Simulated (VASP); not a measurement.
Band structure of AuAl2 (fluorite). Level of theory: r2SCAN meta-GGA, VASP's PBE PAW potentials (set 64) (plane waves; VASP).

Unless said otherwise, spin-orbit coupling is left out, though it shifts the bands of the heavy elements here.

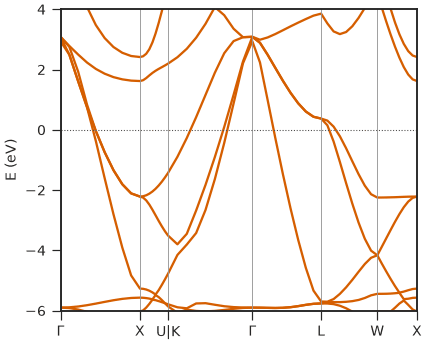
Figure. Bands along high-symmetry lines, zero at the valence-band maximum or, without a gap, the Fermi level

Q: Read the plot: is there a gap, and where are the band edges?

A: It has no gap at this level: it comes out as a metal or semimetal.

The compound is AuAl2 in the fluorite structure. The cell was not relaxed at this level. The electron count is odd and the run is not spin-polarised, which forces a metal.
